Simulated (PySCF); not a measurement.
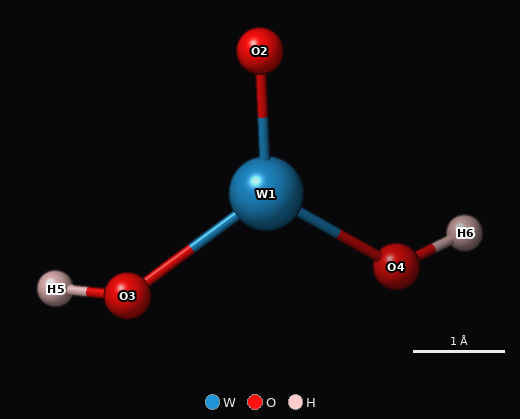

Figure 1. The structure as given in the input (ball-and-stick view, seen at a tilt; atoms are numbered from 1 in the order of the input). Sticks mark near contacts.

Frequency calculation, with input and output: WH2O3

WH2O3, multiplicity 3, computed with UKS-based PBE0, W def2-TZVP with ECP60, O def2-TZVP, H def2-TZVP; non-relativistic Hamiltonian with a scalar-relativistic core potential; density fitting (PySCF 2.14.0).

**Log**
```
init E= -293.91519022105
  alpha nocc = 21  HOMO = -0.214839456679417  LUMO = -0.0296456446646413
  beta  nocc = 19  HOMO = -0.340396282333612  LUMO = -0.0991897665583679
  HOMO = -0.214839456679  LUMO = -0.0991897665584  gap/eV = 3.14699
cycle= 1 E= -293.91519022105  delta_E= -3.41e-13  |g|= 5.49e-06  |ddm|= 4.93e-06
  alpha nocc = 21  HOMO = -0.214839797203123  LUMO = -0.0296456268355692
  beta  nocc = 19  HOMO = -0.340395006158005  LUMO = -0.0991899081151395
  HOMO = -0.214839797203  LUMO = -0.0991899081151  gap/eV = 3.14699
Extra cycle  E= -293.915190220987  delta_E= 6.35e-11  |g|= 1.41e-05  |ddm|= 8.85e-06
converged SCF energy = -293.915190220987  <S^2> = 2.0149541  2S+1 = 3.0099529
```

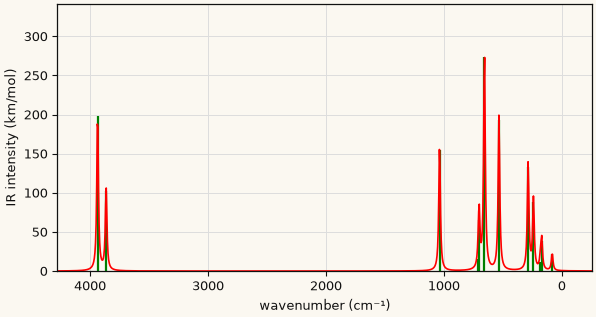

Figure 2. Harmonic infrared spectrum, unscaled: sticks (degenerate modes added up, dark ones marked on the axis) with a Lorentzian envelope of 16 cm⁻¹ full width, scaled to the tallest stick. 12 modes from 82 to 3936 cm⁻¹, none imaginary. The strongest line is at 656 cm⁻¹ (273 km/mol). All modes, in cm⁻¹ (km/mol): 82 (22), 171 (39), 182 (11.9), 240 (88), 286 (133), 533 (193), 656 (273), 701 (66), 707 (15.3), 1036 (155), 3864 (102), 3936 (198).

This output came from the following input.

**Input**
```python
from pyscf import gto, scf, dft
mol = gto.M(atom='''
W     -0.008110     0.002820     0.038247
O      0.071936    -0.139838     1.726547
O      1.612415    -0.131864    -0.970645
O     -1.566952     0.237858    -1.033374
H      2.065186    -0.959455    -1.151699
H     -2.496082     0.086605    -0.859943''',
    basis={'W': 'def2-TZVP', 'O': 'def2-TZVP', 'H': 'def2-TZVP'},
    ecp={'W': 'def2-TZVP'},
    charge=0, spin=2)
mf = dft.UKS(mol, xc='PBE0')
mf.grids.atom_grid = (75, 302)
aux = {'W': 'def2-universal-JKFIT', 'O': 'def2-universal-JKFIT', 'H': 'def2-universal-JKFIT'}
mf = mf.density_fit(auxbasis=aux)
mf.conv_tol = 1e-09
mf.diis_space = 10
mf.max_cycle = 60
mf.verbose = 4
mf.kernel()
```

The script is an equivalent of the set-up of the self-consistent field. The run itself was carried out by a driver, which started from the orbitals of the step before it where there was one and computed the further properties.

Launched with:
```bash
OMP_NUM_THREADS=4 python axn.py task.json out
```

**Results in brief**

- outcome: converged
- total energy: −293.915190 hartree
- ⟨S²⟩: 2.015
- zero-point energy: 0.028233 hartree
- dipole moment: 2.35 D
- wavenumbers, lowest and highest: 82 and 3936 cm⁻¹
- hardware: 4 threads of Arm Neoverse V1, 24 GiB of memory available, shared host
- wall time: 6.4 min (CPU time 19 min)
- peak memory: 1.9 GiB
